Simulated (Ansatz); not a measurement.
# GeH$_{6}$NSi (charge +1): what the fields show

Input file:

```
crystal:
  periodic: [false, false, false]
  atoms:
    - {symbol: Ge, position_ang: [-0.833891, 1.511424, 0.904180]}
    - {symbol: "N", position_ang: [1.000675, -1.538397, 1.021459]}
    - {symbol: Si, position_ang: [0.068101, -0.479139, 1.901421]}
    - {symbol: H, position_ang: [1.237804, -1.410723, 0.038716]}
    - {symbol: H, position_ang: [1.401364, -2.393374, 1.407708]}
    - {symbol: H, position_ang: [-0.086196, -0.958116, 3.297370]}
    - {symbol: H, position_ang: [-0.245179, 2.642718, 1.747300]}
    - {symbol: H, position_ang: [-0.337598, 1.470713, -0.540467]}
    - {symbol: H, position_ang: [-2.345677, 1.347205, 1.061973]}
basis:
  gaussian: {orbitals: def2-TZVPD}
total_charge: 1
hamiltonian: {xc: {name: PBE0}}
output: {forces: true, orbitals: {seedname: orbitals}}
```

Launched as:

```sh
ansatz run input.yaml --threads 2 --pin off --max-ram 4350MiB --events-out events.jsonl --progress --plain --runs-dir runs
```

Geometry: PBE0-D3(BJ)/def2-SVP.

Level of theory: isolated molecule in a Gaussian basis; Kohn-Sham density functional theory, functional PBE0 in Ansatz 0.2.0.

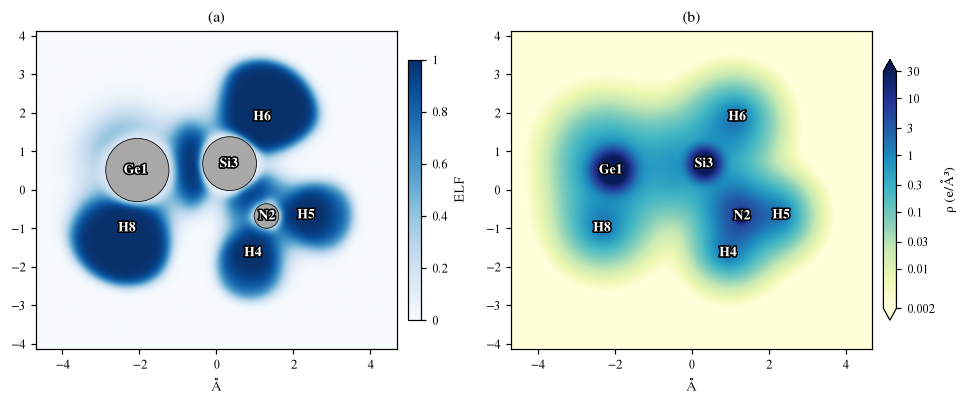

Figure 1. (a) ELF; (b) electron density on the plane of atoms H4, N2 and H5. Grey discs cover the atomic cores in the ELF map.

**Interpret the plot.**

- The section cuts through Ge, N, Si and H sites.
- Si–N (1.66 Å): ρ is about 1.2 e/Å³ halfway; the ELF peaks at about 0.90 between the atoms, as expected for a short, strongly polar bond.
- Si–Ge (2.40 Å): ρ is about 0.58 e/Å³ halfway; the ELF peaks at about 0.95 between the atoms; a covalent bond.
- N–H (1.02 Å): the density is about 2.9 e/Å³ at the midpoint; the ELF climbs to about 1 towards the hydrogen, as it does in any bond to H; a covalent bond by its length.
- Si–H (1.48 Å): ρ is about 0.87 e/Å³ halfway; the ELF climbs to about 1 towards the hydrogen.
- Ge–H (1.53 Å): ρ is about 1.1 e/Å³ halfway; the ELF climbs to about 1 towards the hydrogen.

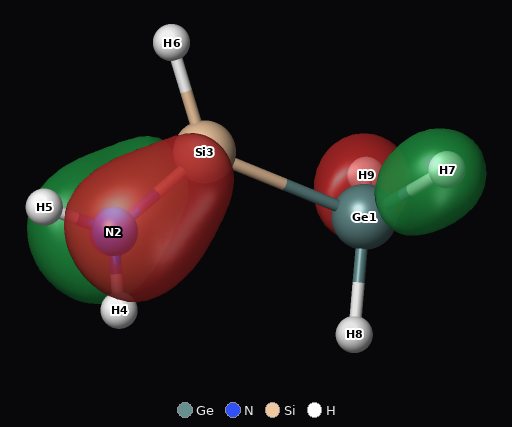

Figure 2. The HOMO−1 at ±0.15 Å⁻³ᐟ² (green and red are the two phases), seen at a tilt.

**What is the character of this orbital?**

It lies mainly on N2 (about 55 %), Si3 (about 15 %), Ge1 (about 10 %), H7 (about 5 %) and H9 (about 5 %). Its energy is −14.36 eV.

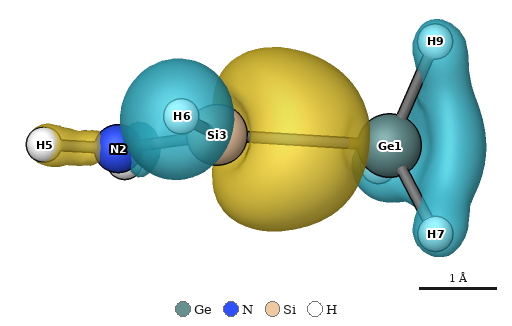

Figure 3. One frontier orbital at ±0.15 Å⁻³ᐟ² (yellow and cyan are the two phases), seen from one side.

**Which orbital is it: HOMO or LUMO?**

The HOMO, at −14.06 eV. Its weight (Hirshfeld) is mainly on Si3 (about 40 %), Ge1 (about 35 %) and H6 (about 10 %).
